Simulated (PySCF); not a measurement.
# B2PLYP/6-31G(d,p) (spherical functions) run of SiCl4 (SMILES Cl[Si](Cl)(Cl)Cl)

What is the vertical ionisation energy of SiCl4 at B2PLYP/6-31G** (spherical functions)? The job is set up through a Python script.

The results are computed with PySCF 2.14.0.

## Step 1: The molecule

SiCl4: 5 atoms, total charge 0, spin state singlet. As SMILES, `Cl[Si](Cl)(Cl)Cl`. The shape is that of a PBE0-D4/def2-TZVP optimisation.

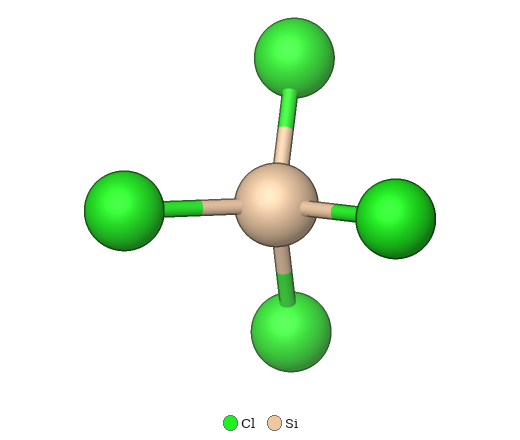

The structure, seen from a chosen angle (chlorine green, silicon light orange).

## Step 2: A single-point energy at B2PLYP/6-31G(d,p) (spherical functions)

run.py

```python
from pyscf import gto, dft, mp

molecule = gto.M(
    atom='''
Cl  -0.962600  -0.087600   1.762300
Si   0.010000  -0.014700  -0.008300
Cl   1.655400  -1.185900   0.078100
Cl  -1.212100  -0.676900  -1.476100
Cl   0.559300   1.891400  -0.397500
''',
    basis='6-31g**',
    max_memory=1860,
    verbose=4,
)

mf = dft.RKS(molecule)
mf.xc = '0.53*HF + 0.47*B88, 0.73*LYP'
mf.conv_tol = 1e-10
mf.grids.level = 4
mf.kernel()
if not mf.converged:
    mf = mf.newton().run(mf.mo_coeff, mf.mo_occ)

pt = mp.MP2(mf, frozen=25).run()
e_tot = mf.e_tot + 0.27 * pt.e_corr
print('PT2 part  %.8f' % (0.27 * pt.e_corr))
print('E = %.10f Eh' % e_tot)
```

Run with:

```sh
$ OMP_NUM_THREADS=1 python run.py
```

The program printed:

```text
PySCF version 2.14.0

[INPUT] num. atoms = 5
[INPUT] num. electrons = 82
[INPUT] charge = 0
[INPUT] spin (= nelec alpha-beta = 2S) = 0
[INPUT] symmetry False subgroup None
[INPUT] Mole.unit = angstrom
[INPUT] Symbol           X                Y                Z      unit          X                Y                Z       unit  Magmom
[INPUT]  1 Cl    -0.962600000000  -0.087600000000   1.762300000000 AA   -1.819050367506  -0.165540008512   3.330264349321 Bohr   0.0
[INPUT]  2 Si     0.010000000000  -0.014700000000  -0.008300000000 AA    0.018897261246  -0.027778974031  -0.015684726834 Bohr   0.0
[INPUT]  3 Cl     1.655400000000  -1.185900000000   0.078100000000 AA    3.128252626605  -2.241026211122   0.147587610329 Bohr   0.0
[INPUT]  4 Cl    -1.212100000000  -0.676900000000  -1.476100000000 AA   -2.290537035585  -1.279155613718  -2.789424732470 Bohr   0.0
[INPUT]  5 Cl     0.559300000000   1.891400000000  -0.397500000000 AA    1.056923821469   3.574227992002  -0.751166134515 Bohr   0.0

nuclear repulsion = 527.177977608465
number of shells = 40
number of NR pGTOs = 255
number of NR cGTOs = 90
basis = 6-31g**
ecp = {}

******** <class 'pyscf.dft.rks.RKS'> ********
method = RKS
initial guess = minao
damping factor = 0
level_shift factor = 0
DIIS = <class 'pyscf.scf.diis.CDIIS'>
diis_start_cycle = 1
diis_space = 8
diis_damp = 0
SCF conv_tol = 1e-10
SCF conv_tol_grad = None
SCF max_cycles = 50
direct_scf = True
direct_scf_tol = 1e-13
XC library pyscf.dft.libxc version 7.0.0
    S. Lehtola, C. Steigemann, M. J.T. Oliveira, and M. A.L. Marques.,  SoftwareX 7, 1–5 (2018)
XC functionals = 0.53*HF + 0.47*B88, 0.73*LYP
    A. D. Becke.,  Phys. Rev. A 38, 3098 (1988)
    C. Lee, W. Yang, and R. G. Parr.,  Phys. Rev. B 37, 785 (1988)
    B. Miehlich, A. Savin, H. Stoll, and H. Preuss.,  Chem. Phys. Lett. 157, 200 (1989)
radial grids:
    Treutler-Ahlrichs [JCP 102, 346 (1995); DOI:10.1063/1.469408] (M4) radial grids

becke partition: Becke, JCP 88, 2547 (1988); DOI:10.1063/1.454033
pruning grids: <function nwchem_prune>
grids dens level: 4
symmetrized grids: False
atomic radii adjust function: <function treutler_atomic_radii_adjust>
small_rho_cutoff = 0
Set gradient conv threshold to 1e-05
Initial guess from minao.
tot grids = 143680
init E= -2130.17765377407
  HOMO = -0.390849598718237  LUMO = -0.014510857199193  gap/eV = 10.24070
cycle= 1 E= -2129.40062849286  delta_E= 0.777  |g|= 0.499  |ddm|= 2.43
  HOMO = -0.401325995906852  LUMO = -0.0247265097615261  gap/eV = 10.24779
cycle= 2 E= -2129.40837004325  delta_E= -0.00774  |g|= 0.498  |ddm|= 1.26
  HOMO = -0.397495370556125  LUMO = 0.0265194416619114  gap/eV = 11.53803
cycle= 3 E= -2129.47905807013  delta_E= -0.0707  |g|= 0.0192  |ddm|= 0.614
  HOMO = -0.400896008874601  LUMO = 0.0262605066492119  gap/eV = 11.62352
cycle= 4 E= -2129.4791949711  delta_E= -0.000137  |g|= 0.00634  |ddm|= 0.0348
  HOMO = -0.399539664974222  LUMO = 0.0279891912756345  gap/eV = 11.63365
cycle= 5 E= -2129.47920903122  delta_E= -1.41e-05  |g|= 0.000919  |ddm|= 0.0121
  HOMO = -0.399757256396671  LUMO = 0.0277226040610015  gap/eV = 11.63232
cycle= 6 E= -2129.47920940879  delta_E= -3.78e-07  |g|= 8.81e-05  |ddm|= 0.00201
  HOMO = -0.399748072085848  LUMO = 0.027735944122135  gap/eV = 11.63243
cycle= 7 E= -2129.47920941469  delta_E= -5.9e-09  |g|= 1.38e-05  |ddm|= 0.000313
  HOMO = -0.399747938402232  LUMO = 0.027737669270774  gap/eV = 11.63248
cycle= 8 E= -2129.4792094148  delta_E= -1.05e-10  |g|= 1.33e-06  |ddm|= 3.81e-05
  HOMO = -0.399747914411598  LUMO = 0.0277375725980924  gap/eV = 11.63247
cycle= 9 E= -2129.4792094148  delta_E= -5.46e-12  |g|= 1.26e-07  |ddm|= 2.79e-06
  HOMO = -0.399747951072587  LUMO = 0.0277375425008091  gap/eV = 11.63247
Extra cycle  E= -2129.47920941479  delta_E= 1.46e-11  |g|= 8.46e-08  |ddm|= 3.23e-07
converged SCF energy = -2129.47920941479

******** <class 'pyscf.mp.mp2.RMP2'> ********
nocc = 16, nmo = 65
frozen orbitals 25
E(RMP2) = -2130.19462139579  E_corr = -0.715411981007318
E(SCS-RMP2) = -2130.16764642863  E_corr = -0.688437013841683
E_corr(same-spin) = -0.196220034654344
E_corr(oppo-spin) = -0.519191946352973
PT2 part  -0.19316123
E = -2129.6723706497 Eh
```

It took 15 s on 1 thread of Arm Neoverse V1, shared host; peak memory 0.47 GiB.

## Step 3: The doublet cation at the same level

geometry.xyz

```xyz
5

Cl    -0.962600    -0.087600     1.762300
Si     0.010000    -0.014700    -0.008300
Cl     1.655400    -1.185900     0.078100
Cl    -1.212100    -0.676900    -1.476100
Cl     0.559300     1.891400    -0.397500
```

input.py

```python
from pyscf import gto, dft, mp

system = gto.M(
    atom='geometry.xyz',
    verbose=3,
    max_memory=1860,
    charge=1,
    basis='6-31g**',
    spin=1,
)

mf = dft.UKS(system, xc='0.53*HF + 0.47*B88, 0.73*LYP')
mf.grids.level = 4
mf.conv_tol = 1e-10
mf.kernel()
if not mf.converged:
    mf = mf.newton().run(mf.mo_coeff, mf.mo_occ)

pt = mp.MP2(mf, frozen=25).run()
energy = mf.e_tot + 0.27 * pt.e_corr
print('PT2 part  %.8f' % (0.27 * pt.e_corr))
print('E = %.10f Eh' % energy)
```

Run with:

```sh
$ OMP_NUM_THREADS=1 python input.py
```

The program printed:

```text
WARN: HOMO -0.390849598718239 >= LUMO -0.390849598718235

converged SCF energy = -2129.04065430228  <S^2> = 0.76259062  2S+1 = 2.0125512
E(UMP2) = -2129.78497040521  E_corr = -0.74431610292798
E(SCS-UMP2) = -2129.75353925832  E_corr = -0.712884956036328
PT2 part  -0.20096535
E = -2129.2416196501 Eh
```

It took 97 s on 1 thread of Arm Neoverse V1, shared host; peak memory 0.48 GiB.

## Step 4: Outcome

At B2PLYP/6-31G** (spherical functions), 25 core orbitals frozen:

```
                                                                quantity           value
                                             singlet SiCl4: total energy  -2129.67237 Eh
                                 singlet SiCl4: dipole moment (SCF part)          0.00 D
                        singlet SiCl4: HOMO energy (SCF part's orbitals)       -10.88 eV
                        singlet SiCl4: LUMO energy (SCF part's orbitals)         0.75 eV
                      singlet SiCl4: HOMO–LUMO gap (SCF part's orbitals)        11.63 eV
                                            doublet cation: total energy  -2129.24162 Eh
doublet cation: HOMO energy (SCF part's orbitals) (highest over α and β)       -15.86 eV
 doublet cation: LUMO energy (SCF part's orbitals) (lowest over α and β)       -12.99 eV
                                                    doublet cation: ⟨S²⟩           0.763
                      vertical ionisation energy (to the doublet cation)       11.721 eV
```

The vertical ionisation energy comes to 11.72 eV (270 kcal/mol). The negative HOMO energy of the first species, 10.88 eV, lies 0.84 eV below that difference. Mulliken charges (doublet cation) run from -0.05 on Cl5 to +0.62 on Si2.
